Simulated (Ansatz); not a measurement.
# CH₃AlO₂: what the fields show

Input file:

```
crystal:
  periodic: [false, false, false]
  atoms:
    - { symbol: O, position_ang: [0.2789, -1.9101, 0.0113] }
    - { symbol: C, position_ang: [0.9832, -0.9944, 0.501] }
    - { symbol: O, position_ang: [0.6457, 0.3687, 0.4078] }
    - { symbol: Al, position_ang: [-0.7724, 1.0637, -0.4166] }
    - { symbol: H, position_ang: [1.8951, -1.3066, 0.9874] }
    - { symbol: H, position_ang: [-1.0982, 2.6456, -0.4456] }
    - { symbol: H, position_ang: [-1.8711, 0.0651, -1.091] }
basis:
  gaussian: { orbitals: "6-31G*" }
hamiltonian:
  xc: b3lyp
  dispersion: d4
relax:
  f_tol: 0.02
  max_steps: 40
scf:
  lower_state_search: "off"
output:
  orbitals: {}
```

Run with:

```sh
ansatz run input.yaml --threads 1 --pin off --max-ram 2048MiB --backend cpu --events-out ev --progress --plain --runs-dir out
```

The fields are those of the relaxed geometry.

Level of theory: Ansatz, RKS B3LYP-D4/6-31G*.

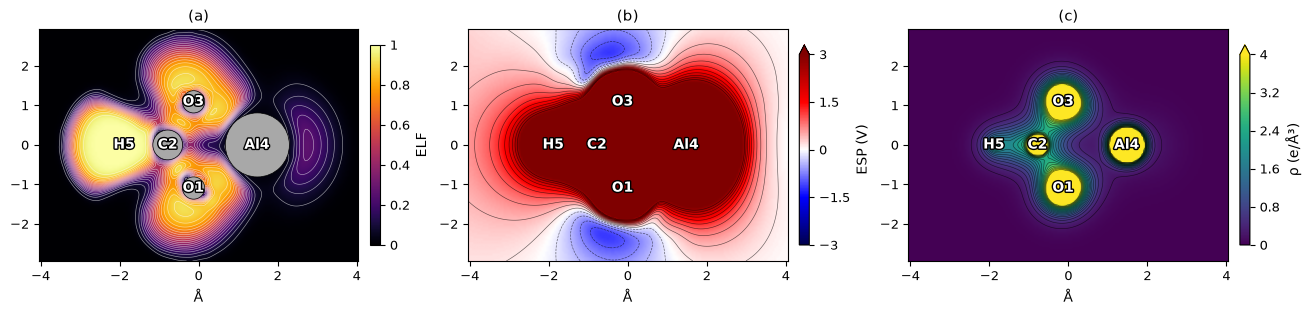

Figure 1. (a) ELF; (b) molecular electrostatic potential; (c) total electron density on the plane of atoms O1, C2 and O3. Grey discs cover the atomic cores in the ELF map.

> Interpret the plot.

- The section cuts through O, C, Al and H sites.
- C–O (1.27 Å): the density is about 2.9 e/Å³ at the midpoint; the ELF peaks at about 0.90 between the atoms (a shared but strongly polarised pair).
- Al–O (1.95 Å): the density is about 0.52 e/Å³ at the midpoint; the ELF peaks at about 0.90 in the valence shell of O, 0.6 Å from its nucleus, and is about 0.55 at the midpoint.
- C–Al (2.27 Å): ρ is about 0.35 e/Å³ halfway, with its minimum of 0.29 e/Å³ about 1.4 Å from C; the ELF is about 0.15 at the midpoint.
- C–H (1.10 Å): the density is about 2.1 e/Å³ at the midpoint; the ELF climbs to about 1 towards the hydrogen, as it does in any bond to H: an ordinary covalent bond to hydrogen.
- The ELF also peaks beside O1 and O3, away from the bonds: lone-pair regions.
- Outside the dense part of the molecule the potential is most negative (−1.2 V) near O1 and O3.

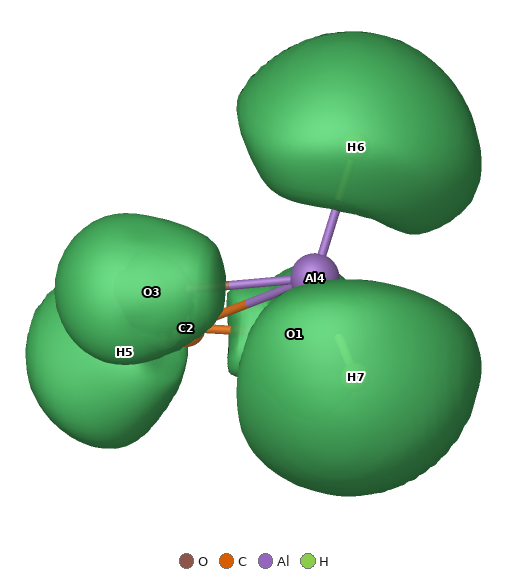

Figure 2. Isosurface of the electron localisation function at 0.75 (green), seen at an oblique angle. Core shells and regions of very low density are left out.

> Identify the bonds, lone pairs and shells in this picture.

The surface consists of three regions around hydrogen nuclei and two regions on O in which the atom's valence shell and bonds are merged.

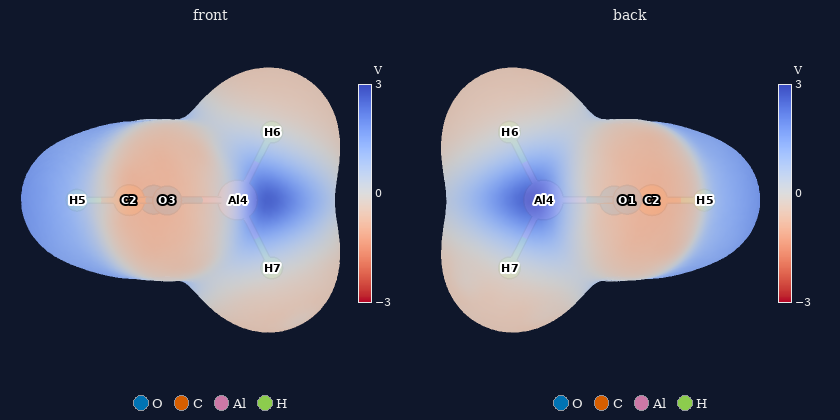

Figure 3. The molecular electrostatic potential painted on the density surface at 0.002 e/bohr³, seen from the front and from behind; red is negative and blue positive.

> Which sites attract a positive test charge, and which a negative one?

A positive charge is drawn to the negative regions and a negative charge to the positive ones. The most negative region (about −0.9 V) lies over O1 and O3, the most positive (about +2.5 V) over Al4.
